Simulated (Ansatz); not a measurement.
Frequency calculation of HfNH4BrCl2O

- system: HfNH4BrCl2O
- method: RHF/def2-SVP (Ansatz 0.2.0)

It belongs to a series of runs on one base structure; here: vibrations at the highest image of the band. Figures and captions count atoms from 1; the log counts them from 0 in places.

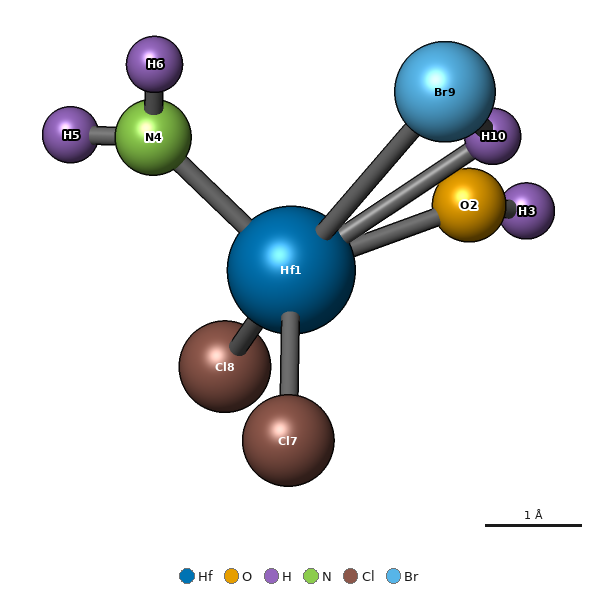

**Figure 1.** The structure (ball-and-stick view, seen at an oblique angle; atoms are numbered from 1 in the order of the input). Sticks mark near contacts.

Summary:

| quantity | value |
| --- | --- |
| outcome | converged |
| total energy | −99868.4958 eV |
| mean-field energy | −99868.4958 eV |
| largest force (length of the vector) | 0.023 eV/Å |
| hardware | 4 threads of Intel Xeon @ 2.50GHz (Skylake/Cascade Lake), 12 GiB of memory available, shared host |
| wall time | 2.6 min (CPU time 9.5 min) |
| peak memory | 0.5 GiB |

Input file:
```yaml
crystal:
  periodic: [false, false, false]
  atoms:
    - { symbol: Hf, position_ang: [0.04099, 0.137786, -0.023187] }
    - { symbol: O, position_ang: [-0.197334, 0.261761, 2.01504] }
    - { symbol: H, position_ang: [-0.570733, -0.236482, 2.728421] }
    - { symbol: "N", position_ang: [1.929954, -0.015314, -0.710663] }
    - { symbol: H, position_ang: [2.281466, -0.784059, -1.256568] }
    - { symbol: H, position_ang: [2.662077, 0.661638, -0.581957] }
    - { symbol: Cl, position_ang: [-1.40907, 1.510371, -1.33817] }
    - { symbol: Cl, position_ang: [-0.736292, -2.080771, -0.382513] }
    - { symbol: Br, position_ang: [1.190335, 2.667527, 1.489503] }
    - { symbol: H, position_ang: [0.437909, 1.458944, 2.166594] }
basis:
  gaussian: { orbitals: def2-SVP }
hamiltonian:
  xc: hf
phonons: {}
```

Run as:
```bash
ansatz run input.yaml --threads 4 --pin off --max-ram 5120MiB --backend cpu --events-out ev --progress --plain --runs-dir out
```

Output:
```
Engine: ansatz 0.2.0, x86_64-unknown-linux-gnu
Functional definition: HF
  exchange = exact_x
  correlation = 0
1534 factors; integrals over basis functions are off by at most 3.3e-4 eV
mean field evaluation 1: about -99863.0405 eV, gradient 4.9e1 eV
mean field evaluation 2: about -99863.1546 eV, gradient 4.9e1 eV
mean field evaluation 4: about -99868.4438 eV, gradient 2.9e0 eV
mean field evaluation 8: about -99868.4956 eV, gradient 2.1e-1 eV
mean field -99868.49583006 eV, -3670.0995284570 hartree, gradient 7.1e-5 eV, S^2 0.000000; 0 other end points of the search recorded, 0 dependent functions left out
the calculation of the forces begins
reference -99868.49583006 eV, -3670.0995284570 hartree; 50, 50 occupied and 98, 98 virtual orbitals, 1534 factors
these checks for a lower state are left out or cut short: stability, starts, cluster_reference, orbital_swaps, neighbouring_geometries, increment
1534 factors; integrals over basis functions are off by at most 3.3e-4 eV
mean field evaluation 16: about -99868.4937 eV, gradient 8.9e-1 eV
mean field -99868.49573322 eV, -3670.0995248981 hartree, gradient 2.5e-6 eV, S^2 0.000000; 0 other end points of the search recorded, 0 dependent functions left out
[... from here on the field's lines of each further geometry are left out, up to the last ...]
the calculation of the forces begins
reference -99868.49579633 eV, -3670.0995272174 hartree; 50, 50 occupied and 98, 98 virtual orbitals, 1534 factors
these checks for a lower state are left out or cut short: stability, starts, cluster_reference, orbital_swaps, neighbouring_geometries, increment
1534 factors; integrals over basis functions are off by at most 3.3e-4 eV
mean field -99868.49582058 eV, -3670.0995281085 hartree, gradient 1.2e-6 eV, S^2 0.000000; 0 other end points of the search recorded, 0 dependent functions left out
the calculation of the forces begins
reference -99868.49582058 eV, -3670.0995281085 hartree; 50, 50 occupied and 98, 98 virtual orbitals, 1534 factors
WARN: phonons: modes at or below zero, which the zero-point energy, F, S and C_V leave out: 1, the lowest at -1094.09 cm⁻¹. A minimum has none, and a first-order saddle one
Total energy: -99868.49583006 eV, -3670.0995284570 hartree
Atom 0 at     0.040990     0.137786    -0.023187 Å, force     0.003043    -0.011443    -0.000852 eV/Å
Atom 1 at    -0.197334     0.261761     2.015040 Å, force     0.002931     0.014352    -0.005173 eV/Å
Atom 2 at    -0.570733    -0.236482     2.728421 Å, force     0.000368    -0.009702    -0.004627 eV/Å
Atom 3 at     1.929954    -0.015314    -0.710663 Å, force    -0.022218    -0.001720     0.004821 eV/Å
Atom 4 at     2.281466    -0.784059    -1.256568 Å, force     0.002682    -0.002494    -0.000361 eV/Å
Atom 5 at     2.662077     0.661638    -0.581957 Å, force     0.006581     0.006981     0.003552 eV/Å
Atom 6 at    -1.409070     1.510371    -1.338170 Å, force     0.001536    -0.000030     0.001470 eV/Å
Atom 7 at    -0.736292    -2.080771    -0.382513 Å, force     0.000572     0.001221     0.000806 eV/Å
Atom 8 at     1.190335     2.667527     1.489503 Å, force    -0.000092    -0.001214     0.005206 eV/Å
Atom 9 at     0.437909     1.458944     2.166594 Å, force     0.004596     0.004049    -0.004843 eV/Å
Dipole moment:     0.319116    -0.365356     0.481498 e Å
Vibrations: -1094.09 54.38 73.97 86.07 103.88 111.19 142.81 163.60 262.58 303.77 370.74 376.19 454.10 566.48 585.52 594.55 673.83 727.86 823.99 1430.45 1639.71 3748.97 3839.89 4178.40 cm⁻¹, zero-point energy 1.321233 eV
```

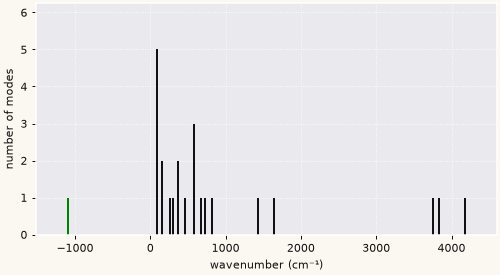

**Figure 2.** Harmonic vibrational wavenumbers from the force constants; neighbouring modes closer than 24 cm⁻¹ are counted in one stick, and imaginary ones are drawn at negative wavenumbers. 24 modes from 1094i to 4178 cm⁻¹, 1 imaginary beyond 8i (1094i cm⁻¹): a first-order saddle point, if the geometry is stationary.
